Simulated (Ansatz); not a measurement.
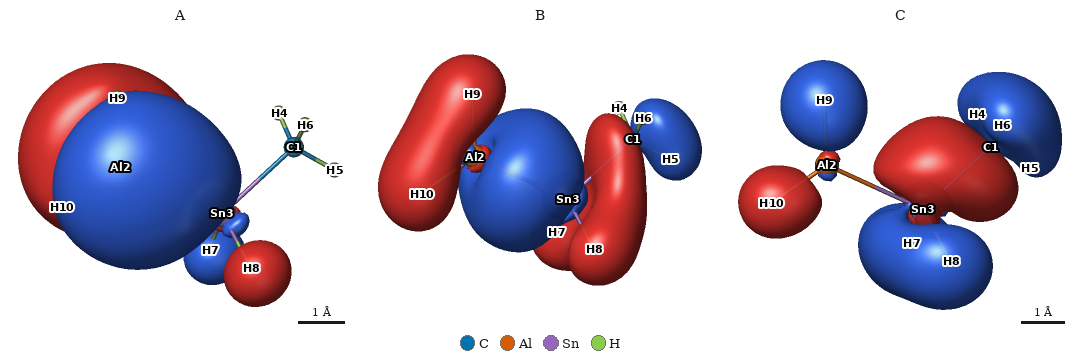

Figure. CH7AlSn (SMILES [CH3][SnH2][AlH2]). Three frontier orbitals at ±0.06 Å⁻³ᐟ² (blue and red are the two phases), in no order.

Geometry: B3LYP-D3(BJ)/def2-SVP; core potentials replace the inner electrons of Sn.

The calculation used isolated molecule in a Gaussian basis; Kohn-Sham density functional theory, functional PBE0 in Ansatz.

Input file:

```
basis:
  gaussian:
    orbitals: def2-TZVPD
crystal:
  periodic: [false, false, false]
  atoms:
    - {symbol: C, position_ang: [0.174053, -2.248041, 2.518592]}
    - {symbol: Al, position_ang: [1.784847, -1.507764, -1.155846]}
    - {symbol: Sn, position_ang: [0.903327, -0.655763, 1.216787]}
    - {symbol: H, position_ang: [-0.675687, -2.759417, 2.044172]}
    - {symbol: H, position_ang: [-0.151058, -1.823549, 3.479147]}
    - {symbol: H, position_ang: [0.975149, -2.978919, 2.699277]}
    - {symbol: H, position_ang: [-0.377758, 0.495961, 1.045427]}
    - {symbol: H, position_ang: [2.154209, 0.174998, 2.079928]}
    - {symbol: H, position_ang: [1.881997, -3.062770, -1.475294]}
    - {symbol: H, position_ang: [2.229280, -0.475567, -2.279989]}
hamiltonian:
  xc: pbe0
output: {forces: true, orbitals: {seedname: orbitals}}
```

Launched as:

```sh
ansatz run input.yaml --threads 2 --pin off --max-ram 4350MiB --events-out events.jsonl --progress --plain --runs-dir runs
```

### Order the three orbitals by energy and name them.

C is the HOMO−1 (−8.16 eV). Its weight (Hirshfeld) is mainly on C1 (about 30 %), Sn3 (about 30 %), H7 (about 10 %) and H8 (about 5 %). B is the HOMO (−7.17 eV). By Hirshfeld shares it lies mainly on Sn3 (about 40 %), Al2 (about 30 %), C1 (about 10 %) and H10 (about 5 %). A is the LUMO (−2.16 eV). Its weight (Hirshfeld) is mainly on Al2 (about 70 %) and Sn3 (about 15 %).

### What is the HOMO–LUMO gap?

5.01 eV between the orbital energies.
